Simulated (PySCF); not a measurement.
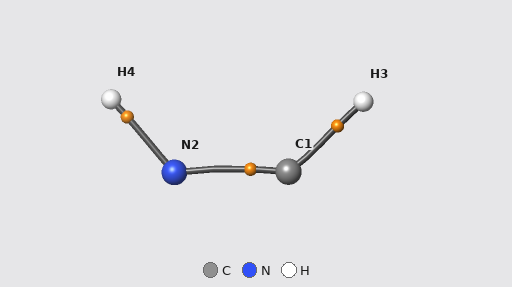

Figure. CH2N, doublet, SMILES `[CH]=N`. Molecular graph of the electron density (QTAIM): bond paths, bond critical points (orange), ring points (yellow, if any); weak paths are dashed.

PySCF calculation, HF/def2-TZVP, gas phase; geometry: GFN2-xTB. No frequency check shows the geometry to be a minimum. The stability of the open-shell solution wasn't checked. GFN2-xTB doesn't know the spin state, so this open-shell geometry is rough.

### How many critical points of each kind are there, and does the count close?

4 nuclei, 3 bond, 0 ring and 0 cage critical points: 4 − 3 + 0 − 0 = 1, as the Poincaré–Hopf relation requires.

### What does the calculation give at each kind of bond critical point?

```tsv
bond	length (Å)	ρ (a.u.)	∇²ρ (a.u.)	ε	H (a.u.)
C1–N2	1.210	0.436	−0.29	0.13	−0.824
N2–H4	1.023	0.326	−1.75	0.02	−0.485
C1–H3	1.081	0.289	−1.10	0.02	−0.308
```

### What kind of interaction is C1–N2?

Shared-shell (covalent): ρ = 0.436, ∇²ρ = −0.29, H = −0.824 a.u.
